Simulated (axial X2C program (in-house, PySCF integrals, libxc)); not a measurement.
**RhC: bond curves with and without spin–orbit coupling**

What are the state, bond length, wavenumber and bond energy of RhC, and what does spin–orbit coupling change?

The runs use an in-house X2C program for linear molecules on PySCF integrals; all-electron X2C, Rh dyall-cv3z, C dyall-v3z.

All values are calculated.

## (1) Input

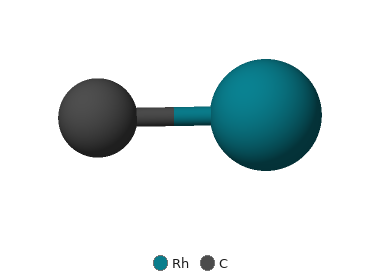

The two atoms at 1.770 Å (rhodium blue, carbon dark grey).

File task.json:

```json
{"zs": [45, 6], "q": 0, "bas": ["dyall-cv3z", "dyall-v3z"], "levels": ["PBE0", "HF", "BLYP"], "cc": true, "r0": 1.77, "thr": -2.0, "nmax": 90, "npts": 10, "nst": 2, "ntry": 6}
```

Keys: zs atomic numbers; q charge; bas basis sets; levels methods (HF also brings MP2); cc coupled cluster on or off; r0 starting distance in Å; thr threshold in hartree for freezing inner shells (an s shell follows its p shell); nmax most natural virtual spinors; npts points asked for on the curve; nst determinants followed; ntry starts of the search.

Command:

```bash
$ python so2c.py task.json out
```

Spin-free means the one-electron spin-free X2C Hamiltonian; two-component (2c) means X2C with spin–orbit coupling and atomic mean-field two-electron Coulomb and Gaunt terms. Basis: Rh dyall-cv3z contracted to [12s12p8d5f3g], C dyall-v3z contracted to [7s6p2d1f]; Gaussian nuclei, density fitting. Masses: Rh 102.906 u, C 12.000 u.

Notation: σ, π±, δ± give the projection m of an orbital's angular momentum (0, ±1, ±2), α and β its spin, Λ and M_S the sums; ω is the projection of a spinor's total angular momentum and Ω the sum. Logs are in hartree.

The results follow Hamiltonian by Hamiltonian and level by level.

## (2) Which state to follow

PBE0 moves the distance from 1.770 Å to 1.591 Å and compares determinants there.

Spin-free determinants:

```csv
ΔE (eV),state,open shells
0.00,"M_S = 1/2, Λ = 0",beyond closed shells: σα
1.16,"M_S = 1/2, Λ = 1",beyond closed shells: π+α
1.99,"M_S = 1/2, Λ = 2","beyond closed shells: δ+α, δ+β, δ-α"
2.21,"M_S = 3/2, Λ = 1","beyond closed shells: σα, π-α, δ+α, δ+β, δ-α"
2.21,"M_S = 3/2, Λ = 3","beyond closed shells: σα, π+α, δ+α, δ+β, δ-α"
2.64,"M_S = 1/2, Λ = 1","beyond closed shells: σα, π-α, δ+α, δ+β, δ-β"
```

Two-component determinants:

```
ΔE (eV)    state                                       open shells
   0.00  Ω = 1/2                     excess of +ω over −ω: ω = 1/2
   1.21  Ω = 3/2                     excess of +ω over −ω: ω = 3/2
   1.84  Ω = 5/2                     excess of +ω over −ω: ω = 5/2
   2.12  Ω = 9/2   excess of +ω over −ω: ω = 1/2, ω = 3/2, ω = 5/2
   2.14  Ω = 3/2                     excess of +ω over −ω: ω = 3/2
   2.37  Ω = 7/2        excess of +ω over −ω: 2 × ω = 1/2, ω = 5/2
   2.54  Ω = 3/2  excess of +ω over −ω: ω = 1/2, ω = -3/2, ω = 5/2
```

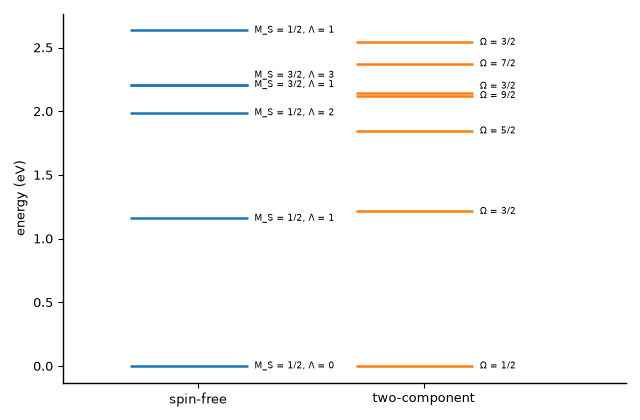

The determinants found, each set from its own lowest.

## (3) PBE0, spin-free

State followed: M_S = 1/2, Λ = 0 (beyond closed shells: σα). The scan is laid around 1.591 Å, a first estimate of the minimum, and this SCF restarts from the orbitals of the search.

The SCF at the reference distance of 1.591 Å:

```text
spin-free X2C-1e  PBE0
basis functions 192  fitting functions 927  grid points 5072
iter        total energy     max residual
   1      -4821.375744860     1.68e-05
   2      -4821.375744871     2.74e-05
   3      -4821.375744876     1.81e-05
   4      -4821.375744884     1.27e-05
   5      -4821.375744891     3.41e-06
   6      -4821.375744892     1.70e-06
converged
one-electron -6824.35399508  Coulomb 2058.11270668  exact exchange -35.62581220  xc functional -109.31244502  nuclear repulsion 89.80380072
```

Along the bond, energies from the lowest point:

```tsv
R (Å)	E (eV)	μ (D)	HOMO (eV)	LUMO (eV)	iterations
1.384	1.5457	-0.65	-5.06	-2.59	14
1.448	0.6476	-0.97	-5.14	-2.68	14
1.496	0.2579	-1.21	-5.19	-2.74	15
1.543	0.0552	-1.44	-5.25	-2.78	15
1.591	0.0000	-1.66	-5.29	-2.82	6
1.647	0.0783	-1.90	-5.35	-2.85	16
1.702	0.2715	-2.10	-5.40	-2.87	16
1.774	0.6377	-2.32	-5.46	-2.89	17
1.861	1.1972	-2.54	-5.54	-2.90	22
1.989	2.1141	-2.66	-5.65	-2.90	20
```

Dipoles are positive if C is the positive end.

Outer orbitals at the reference distance:

| symmetry | occupied | ε (eV) | atomic character |
| --- | --- | --- | --- |
| σα | yes | -16.66 | 49% C s, 30% Rh d, 9% Rh p |
| σβ | yes | -16.52 | 48% C s, 30% Rh d, 9% Rh p |
| π+α | yes | -9.92 | 68% Rh d, 28% C p |
| π-α | yes | -9.92 | 68% Rh d, 28% C p |
| π+β | yes | -9.77 | 66% Rh d, 29% C p |
| π-β | yes | -9.77 | 66% Rh d, 29% C p |
| σα | yes | -9.73 | 42% Rh d, 32% C p, 15% C s |
| σβ | yes | -9.14 | 42% Rh d, 30% C p, 16% C s |
| δ+α | yes | -7.52 | 99% Rh d |
| δ-α | yes | -7.52 | 99% Rh d |
| δ+β | yes | -7.23 | 99% Rh d |
| δ-β | yes | -7.23 | 99% Rh d |
| σα | yes | -5.29 | 52% Rh s, 28% C p, 10% Rh d |
| σβ | no | -2.82 | 54% Rh s, 25% C p, 10% Rh d |
| π-α | no | -2.26 | 39% C p, 34% Rh p, 22% Rh d |
| π+α | no | -2.26 | 39% C p, 34% Rh p, 22% Rh d |
| π-β | no | -1.94 | 42% C p, 26% Rh p, 25% Rh d |

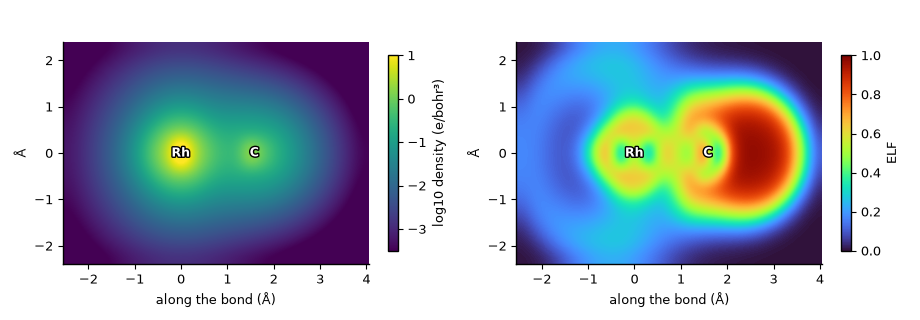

PBE0 fields in a plane through the axis, from a grid of 0.3 Å; Rh lies at z = 0 and C at z = 1.591 Å; the ELF is damped to zero where the density is low.

Re = 1.588 Å, ωe = 1134 cm⁻¹, ωexe = 4.68 cm⁻¹, Be = 0.6219 cm⁻¹, De = 5.90 eV, μ = -1.65 D.

## (4) HF, spin-free

Output at 1.591 Å:

```text
spin-free X2C-1e  HF
basis functions 192  fitting functions 927  grid points 5072
iter        total energy     max residual
   1      -4818.940736460     3.68e-01
   2      -4818.965642348     7.95e-03
   3      -4818.966552157     5.68e-03
   4      -4818.966894639     6.60e-03
   5      -4818.967241967     2.48e-03
   6      -4818.967319607     1.76e-03
   7      -4818.967365741     1.02e-03
   8      -4818.967402153     6.75e-04
   9      -4818.967422282     3.57e-04
  10      -4818.967432252     3.61e-04
  11      -4818.967426227     3.58e-04
  12      -4818.967412002     3.98e-04
  13      -4818.967407262     3.54e-04
  14      -4818.967411460     2.30e-04
  15      -4818.967413774     8.05e-05
  16      -4818.967414060     3.03e-05
  17      -4818.967414136     2.74e-05
  18      -4818.967414189     2.34e-05
  19      -4818.967414220     5.33e-06
  20      -4818.967414225     4.12e-06
  21      -4818.967414226     2.46e-06
converged
one-electron -6823.84148022  Coulomb 2057.65311801  exact exchange -142.58285273  xc functional 0.00000000  nuclear repulsion 89.80380072
```

No constants are quoted: the points don't follow one smooth fit.

## (5) BLYP, spin-free

Output at 1.591 Å:

```text
spin-free X2C-1e  BLYP
basis functions 192  fitting functions 927  grid points 5072
iter        total energy     max residual
   1      -4821.942515631     1.34e-01
   2      -4821.941215574     2.75e-02
   3      -4821.700343376     1.46e-01
   4      -4821.948672442     7.95e-03
   5      -4821.949292411     3.35e-03
   6      -4821.949413464     1.96e-03
   7      -4821.949455063     1.57e-04
   8      -4821.949455409     1.41e-04
   9      -4821.949455633     9.57e-06
  10      -4821.949455634     9.56e-07
converged
one-electron -6823.76951497  Coulomb 2057.50477865  exact exchange 0.00000000  xc functional -145.48852004  nuclear repulsion 89.80380072
```

Re = 1.628 Å, ωe = 1054 cm⁻¹, ωexe = 4.7 cm⁻¹, Be = 0.5921 cm⁻¹, De = 6.78 eV, μ = -1.56 D.

## (6) Correlated methods, spin-free

Correlated methods: 13 electrons correlated (frozen shells, counted by type: Rh 4 s, 3 p, 1 d; C 1 s), 255 virtual spinors in MP2, 90 natural virtuals in coupled cluster.

Output of the correlated part at 1.591 Å:

```text
correlated 13  virtual 255  natural virtual 90  E(MP2) -0.607586752  MP2 remainder -0.035782591
iter   CCSD correlation   residual
   1     -0.435927168   4.10e-01
   2     -0.484517598   2.20e-01
   3     -0.488012812   3.62e-02
   4     -0.488988928   1.98e-02
   5     -0.489515575   7.11e-03
   6     -0.489603629   2.63e-03
   7     -0.489513138   1.07e-03
   8     -0.489541209   4.39e-04
   9     -0.489550520   1.74e-04
  10     -0.489545251   6.53e-05
  11     -0.489548178   2.77e-05
  12     -0.489547437   1.02e-05
  13     -0.489547339   3.13e-06
  14     -0.489547359   1.46e-06
  15     -0.489547331   8.56e-07
  16     -0.489547345   4.44e-07
(T) -0.035019165  T1 0.0381  D1 0.0981  max T2 0.081
```

T1 in the output is the amplitude norm over the root of the electron number; divide by √2 for the Lee–Taylor value.

MP2: No constants are quoted: the points don't follow one smooth fit.

CCSD: No constants are quoted: too few points lie around the minimum for a second fit to confirm the first.

CCSD(T): No constants are quoted: the points don't follow one smooth fit.

## (7) A higher determinant, spin-free

State: M_S = 1/2, Λ = 1 (beyond closed shells: π+α).

Output at the reference distance:

```text
spin-free X2C-1e  PBE0
basis functions 192  fitting functions 927  grid points 5072
iter        total energy     max residual
   1      -4821.333168545     1.46e-05
   2      -4821.333168549     2.34e-05
   3      -4821.333168555     1.16e-05
   4      -4821.333168558     9.39e-06
   5      -4821.333168561     3.14e-06
   6      -4821.333168561     1.08e-06
converged
one-electron -6825.96866596  Coulomb 2059.85186364  exact exchange -35.65112328  xc functional -109.36904368  nuclear repulsion 89.80380072
```

```tsv
R (Å)	E above the lowest PBE0 point (eV)
1.384	3.108
1.448	2.089
1.496	1.606
1.543	1.308
1.591	1.159
1.647	1.128
1.702	1.215
1.774	1.446
1.861	1.839
```

Re = 1.631 Å, ωe = 1017 cm⁻¹, ωexe = 5.42 cm⁻¹, Be = 0.5897 cm⁻¹, μ = -3.51 D. Te = 1.12 eV.

## (8) The spin-free curves together

Energy (eV) of the followed determinant, spin-free, from each level's lowest point:

```tsv
R (Å)	PBE0	HF	MP2	CCSD	CCSD(T)	BLYP
1.384	1.546	0.915	2.295	n/a	n/a	2.030
1.448	0.648	0.267	1.207	0.695	0.853	0.977
1.496	0.258	0.057	0.650	0.287	0.395	0.478
1.543	0.055	0.000	0.160	0.068	0.117	0.174
1.591	0.000	0.064	0.000	0.000	0.000	0.024
1.647	0.078	0.245	0.024	0.070	0.016	0.000
1.702	0.271	0.504	0.210	0.260	0.158	0.100
1.774	0.638	n/a	n/a	n/a	n/a	0.358
1.861	1.197	n/a	n/a	n/a	n/a	0.802
1.989	2.114	n/a	n/a	n/a	n/a	1.572
```

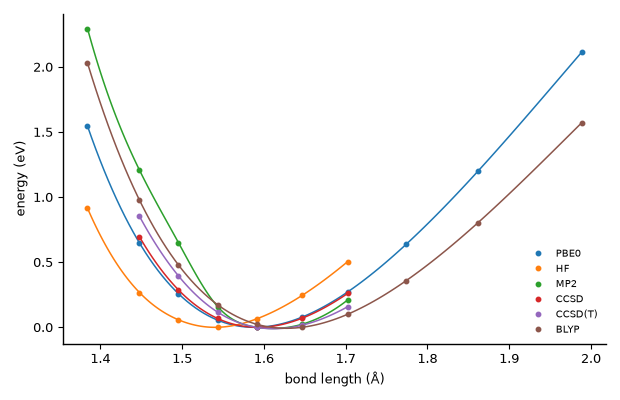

Curves of the followed state, spin-free, each from its own lowest point.

## (9) PBE0, 2c

State followed: Ω = 1/2 (excess of +ω over −ω: ω = 1/2). The scan is laid around 1.591 Å, a first estimate of the minimum, and this SCF restarts from the orbitals of the search.

The SCF at the reference distance of 1.591 Å:

```text
two-component X2C + atomic mean field  PBE0
basis functions 192  fitting functions 927  grid points 5072
iter        total energy     max residual
   1      -4819.413583262     6.45e-06
   2      -4819.413583265     6.03e-06
   3      -4819.413583266     3.45e-06
converged
one-electron -6818.97910970  Coulomb 2057.04505249  exact exchange -35.60565561  xc functional -109.25258469  nuclear repulsion 89.80380072  atomic mean-field constant -2.42508648
```

Along the bond, energies from the lowest point:

```tsv
R (Å)	E (eV)	μ (D)	HOMO (eV)	LUMO (eV)	iterations
1.384	1.5456	-0.65	-5.05	-2.58	14
1.448	0.6481	-0.97	-5.14	-2.68	15
1.496	0.2586	-1.21	-5.19	-2.73	15
1.543	0.0557	-1.44	-5.24	-2.78	15
1.591	0.0000	-1.66	-5.29	-2.82	3
1.647	0.0773	-1.90	-5.35	-2.85	17
1.702	0.2692	-2.11	-5.40	-2.87	15
1.774	0.6331	-2.34	-5.46	-2.89	18
1.861	1.1892	-2.55	-5.54	-2.91	20
1.989	2.0996	-2.68	-5.64	-2.94	21
```

Dipoles are positive if C is the positive end.

Outer spinors at the reference distance:

| ω | occupied | ε (eV) | atomic character | λ mixture |
| --- | --- | --- | --- | --- |
| 1/2 | yes | -16.66 | 49% C s, 30% Rh d, 9% Rh p | 100% σ |
| -1/2 | yes | -16.52 | 48% C s, 30% Rh d, 9% Rh p | 100% σ |
| -1/2 | yes | -9.99 | 68% Rh d, 27% C p | 98% π, 2% σ |
| 1/2 | yes | -9.91 | 60% Rh d, 28% C p, 5% C s | 69% π, 31% σ |
| 3/2 | yes | -9.88 | 67% Rh d, 28% C p | 100% π |
| -3/2 | yes | -9.73 | 66% Rh d, 29% C p | 100% π |
| 1/2 | yes | -9.66 | 49% Rh d, 32% C p, 10% C s | 69% σ, 31% π |
| -1/2 | yes | -9.13 | 42% Rh d, 30% C p, 16% C s | 98% σ, 2% π |
| -3/2 | yes | -7.67 | 99% Rh d | 99% δ, 1% π |
| 3/2 | yes | -7.39 | 99% Rh d | 100% δ |
| 5/2 | yes | -7.38 | 99% Rh d | 100% δ |
| -5/2 | yes | -7.08 | 99% Rh d | 100% δ |
| 1/2 | yes | -5.29 | 52% Rh s, 28% C p, 10% Rh d | 100% σ |
| -1/2 | no | -2.82 | 54% Rh s, 26% C p, 10% Rh d | 100% σ |
| -1/2 | no | -2.31 | 39% C p, 35% Rh p, 21% Rh d | 100% π |
| 3/2 | no | -2.20 | 38% C p, 34% Rh p, 22% Rh d | 100% π |
| 1/2 | no | -2.00 | 42% C p, 27% Rh p, 24% Rh d | 99% π, 1% σ |

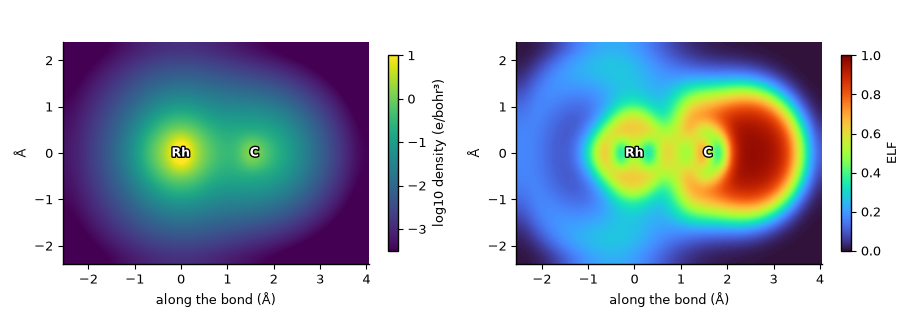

PBE0 fields in a plane through the axis, from a grid of 0.3 Å; Rh lies at z = 0 and C at z = 1.591 Å; the ELF is damped to zero where the density is low.

Re = 1.588 Å, ωe = 1131 cm⁻¹, ωexe = 4.7 cm⁻¹, Be = 0.6217 cm⁻¹, De = 5.75 eV, μ = -1.65 D.

## (10) HF, 2c

Output at 1.591 Å:

```text
two-component X2C + atomic mean field  HF
basis functions 192  fitting functions 927  grid points 5072
iter        total energy     max residual
   1      -4816.977965412     3.69e-01
   2      -4817.002905806     7.92e-03
   3      -4817.003842390     6.01e-03
   4      -4817.004193606     6.59e-03
   5      -4817.004551599     2.46e-03
   6      -4817.004644404     1.75e-03
   7      -4817.004708275     1.00e-03
   8      -4817.004769341     6.46e-04
   9      -4817.004811556     4.23e-04
  10      -4817.004835133     4.67e-04
  11      -4817.004824601     4.49e-04
  12      -4817.004796038     3.94e-04
  13      -4817.004786751     3.28e-04
  14      -4817.004803690     2.89e-04
  15      -4817.004823686     3.04e-04
  16      -4817.004841404     2.95e-04
  17      -4817.004858869     2.76e-04
  18      -4817.004890151     2.42e-04
  19      -4817.004918806     2.03e-04
  20      -4817.004946948     1.65e-04
  21      -4817.004993636     1.47e-04
  22      -4817.005003932     1.25e-04
  23      -4817.005012665     1.41e-04
  24      -4817.005014391     1.07e-04
  25      -4817.005014945     7.25e-05
  26      -4817.005015417     7.64e-05
  27      -4817.005015612     5.56e-05
  28      -4817.005015691     4.14e-05
  29      -4817.005015717     4.19e-05
  30      -4817.005015656     4.29e-05
  31      -4817.005015527     2.38e-05
  32      -4817.005015486     1.05e-05
  33      -4817.005015487     5.12e-06
  34      -4817.005015492     3.30e-06
  35      -4817.005015495     2.70e-06
  36      -4817.005015496     2.15e-06
converged
one-electron -6818.52235273  Coulomb 2056.64934337  exact exchange -142.51072038  xc functional 0.00000000  nuclear repulsion 89.80380072  atomic mean-field constant -2.42508648
```

No constants are quoted: the solution changes its character somewhere along the scan, so the fit is set aside.

## (11) BLYP, 2c

The SCF at the reference distance of 1.591 Å:

```text
two-component X2C + atomic mean field  BLYP
basis functions 192  fitting functions 927  grid points 5072
iter        total energy     max residual
   1      -4819.980284470     1.34e-01
   2      -4819.979011091     2.74e-02
   3      -4819.738872281     1.46e-01
   4      -4819.986441467     7.99e-03
   5      -4819.987066551     3.35e-03
   6      -4819.987188382     1.96e-03
   7      -4819.987229937     1.58e-04
   8      -4819.987230289     1.41e-04
   9      -4819.987230510     9.55e-06
  10      -4819.987230511     9.87e-07
converged
one-electron -6818.39382273  Coulomb 2056.43629848  exact exchange 0.00000000  xc functional -145.40842050  nuclear repulsion 89.80380072  atomic mean-field constant -2.42508648
```

Re = 1.628 Å, ωe = 1052 cm⁻¹, ωexe = 4.72 cm⁻¹, Be = 0.5919 cm⁻¹, De = 6.63 eV, μ = -1.56 D.

## (12) MP2 and beyond, 2c

Correlated methods: 13 electrons correlated (frozen shells, counted by type: Rh 4 s, 3 p, 1 d; C 1 s), 255 virtual spinors in MP2, 90 natural virtuals in coupled cluster.

Output of the correlated part at 1.591 Å:

```text
correlated 13  virtual 255  natural virtual 90  E(MP2) -0.599966631  MP2 remainder -0.035709166
iter   CCSD correlation   residual
   1     -0.435265599   3.98e-01
   2     -0.481861737   2.12e-01
   3     -0.486060810   4.06e-02
   4     -0.487485788   2.42e-02
   5     -0.488349245   1.12e-02
   6     -0.488531564   5.62e-03
   7     -0.488418443   3.20e-03
   8     -0.488526452   1.71e-03
   9     -0.488536509   9.11e-04
  10     -0.488527096   4.88e-04
  11     -0.488538603   1.94e-04
  12     -0.488530964   8.80e-05
  13     -0.488533242   3.73e-05
  14     -0.488532971   1.54e-05
  15     -0.488533006   8.51e-06
  16     -0.488533291   4.38e-06
  17     -0.488533220   2.10e-06
  18     -0.488533281   1.13e-06
  19     -0.488533271   6.46e-07
(T) -0.034431015  T1 0.0531  D1 0.1232  max T2 0.069
```

MP2: No constants are quoted: the reference changes its character somewhere along the scan, so the fit is set aside.

CCSD: No constants are quoted: the reference changes its character somewhere along the scan, so the fit is set aside.

CCSD(T): No constants are quoted: the reference changes its character somewhere along the scan, so the fit is set aside.

## (13) A higher determinant, 2c

State: Ω = 3/2 (excess of +ω over −ω: ω = 3/2).

Output at the reference distance:

```text
two-component X2C + atomic mean field  PBE0
basis functions 192  fitting functions 927  grid points 5072
iter        total energy     max residual
   1      -4819.369003344     1.65e-05
   2      -4819.369003349     2.97e-05
   3      -4819.369003355     1.07e-05
   4      -4819.369003357     9.61e-06
   5      -4819.369003359     2.84e-06
converged
one-electron -6820.58430502  Coulomb 2058.77668319  exact exchange -35.63099391  xc functional -109.30910185  nuclear repulsion 89.80380072  atomic mean-field constant -2.42508648
```

```tsv
R (Å)	E above the lowest PBE0 point (eV)
1.384	3.172
1.448	2.151
1.496	1.666
1.543	1.365
1.591	1.213
1.647	1.179
1.702	1.263
1.774	1.490
1.861	1.878
```

Re = 1.633 Å, ωe = 1013 cm⁻¹, ωexe = 5.4 cm⁻¹, Be = 0.5886 cm⁻¹, μ = -3.51 D. Te = 1.18 eV.

## (14) The 2c curves together

Energy (eV) of the followed determinant, 2c, from each level's lowest point:

```tsv
R (Å)	PBE0	HF (jumps)	MP2 (its reference jumps)	CCSD (its reference jumps)	CCSD(T) (its reference jumps)	BLYP
1.384	1.546	0.918	2.112	n/a	n/a	2.030
1.448	0.648	0.270	1.024	0.684	0.826	0.977
1.496	0.259	0.059	0.461	0.276	0.368	0.479
1.543	0.056	0.000	0.000	0.058	0.094	0.174
1.591	0.000	0.056	0.002	0.000	0.000	0.024
1.647	0.077	0.159	1.084	0.154	0.179	0.000
1.702	0.269	0.243	1.981	0.420	0.452	0.099
1.774	0.633	0.360	2.827	0.853	0.873	0.356
1.861	1.189	0.534	3.654	n/a	n/a	0.796
1.989	2.100	0.833	4.669	n/a	n/a	1.562
```

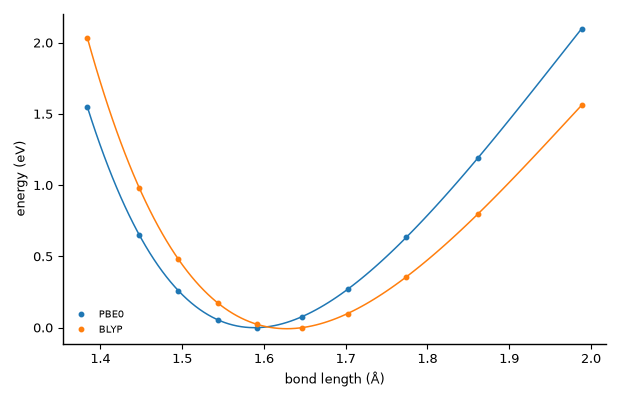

Curves of the followed state, 2c, each from its own lowest point. Left out: HF, MP2, CCSD, CCSD(T).

The whole job took 5.4 min on 1 thread, shared host.

## (15) Results

Lowest determinant that the search found at its distance, spin-free: M_S = 1/2, Λ = 0 (beyond closed shells: σα).

Lowest determinant that the search found at its distance, 2c: Ω = 1/2 (excess of +ω over −ω: ω = 1/2).

```tsv
Hamiltonian	level	Re (Å)	ωe (cm⁻¹)	De (eV)	μ (D)
spin-free	PBE0	1.588	1134	5.90	-1.65
spin-free	BLYP	1.628	1054	6.78	-1.56
2c	PBE0	1.588	1131	5.75	-1.65
2c	BLYP	1.628	1052	6.63	-1.56
```

Dipoles are positive if C is the positive end. No constants: spin-free HF (the points don't follow one smooth fit); spin-free MP2 (the points don't follow one smooth fit); spin-free CCSD (too few points lie around the minimum for a second fit to confirm the first); spin-free CCSD(T) (the points don't follow one smooth fit); 2c HF (the solution changes its character somewhere along the scan, so the fit is set aside); 2c MP2 (the reference changes its character somewhere along the scan, so the fit is set aside); 2c CCSD (the reference changes its character somewhere along the scan, so the fit is set aside); 2c CCSD(T) (the reference changes its character somewhere along the scan, so the fit is set aside).

Time per point (s) on 1 thread, shared host (2c runs); the times are rough: PBE0 1.3, BLYP 0.64.

In words: At PBE0, going from spin-free to two-component changes Re by 0 mÅ, ωe by -0.2 %, which is small (part of it comes from the scalar share of the two-electron terms). De moves by -0.15 eV; both De rest on single-determinant atoms, which can miss part of an open shell's spin–orbit lowering.

De refers to Rh + C, each in the lowest determinant found, which need not be this curve's own limit. Each curve is one determinant whose occupation by symmetry is held fixed; it was picked as the lowest of a PBE0 search that is not exhaustive. De is counted from the lowest determinant-based energies of the atoms at the same level, without counterpoise correction. Density functionals use the spin component along the axis (collinear).
